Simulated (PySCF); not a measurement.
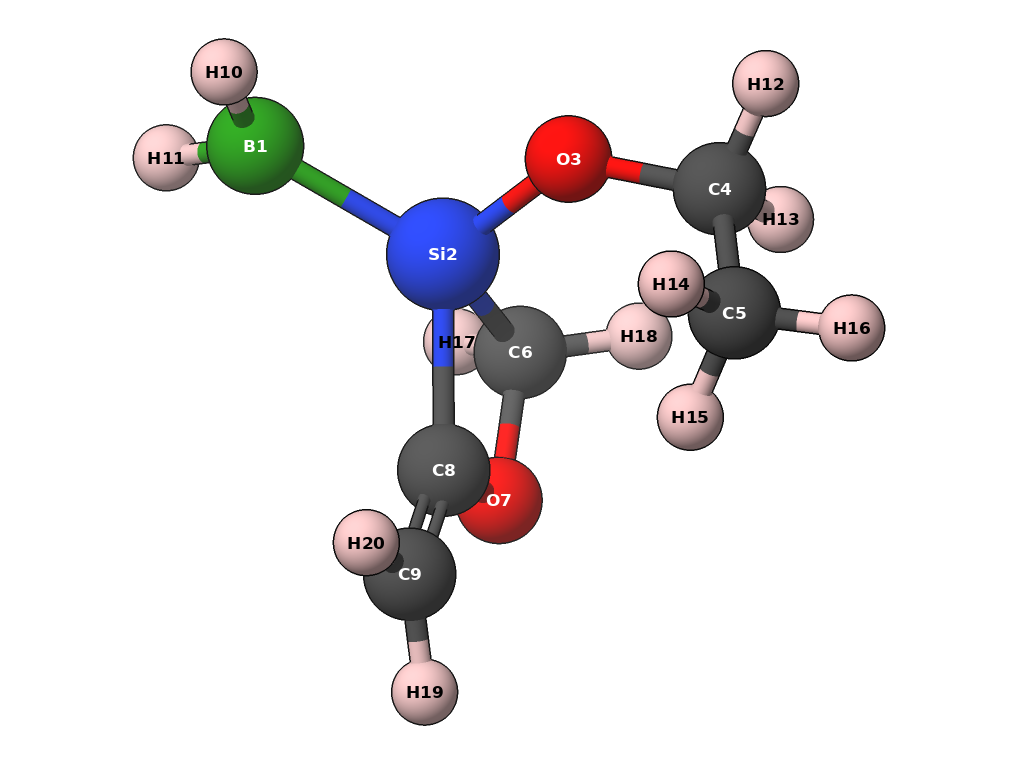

The computed structure is the end point of a GFN2-xTB optimisation. No frequency run is at hand to confirm it as a minimum. Electric field gradients from the ground-state density, PBE0/pcSseg-1 (PySCF 2.14.0), non-relativistic apart from any core potentials.

Give the largest field-gradient component, the quadrupole coupling constant and the asymmetry for 11B at B1 (Q = 40.59 mb), 17O at O3 (Q = −25.6 mb), 17O at O7 (Q = −25.6 mb).

| atom | V_zz (a.u.) | e²qQ/h (MHz) | η |
| --- | --- | --- | --- |
| B1 | 0.678 | 6.47 | 0.04 |
| O3 | 1.682 | −10.12 | 0.20 |
| O7 | 1.706 | −10.26 | 0.91 |

The geometry is semi-empirical. Around B, Si such bond lengths and angles can be off by a tenth of an ångström or more and by several degrees, and values that hang on the shape move with them.
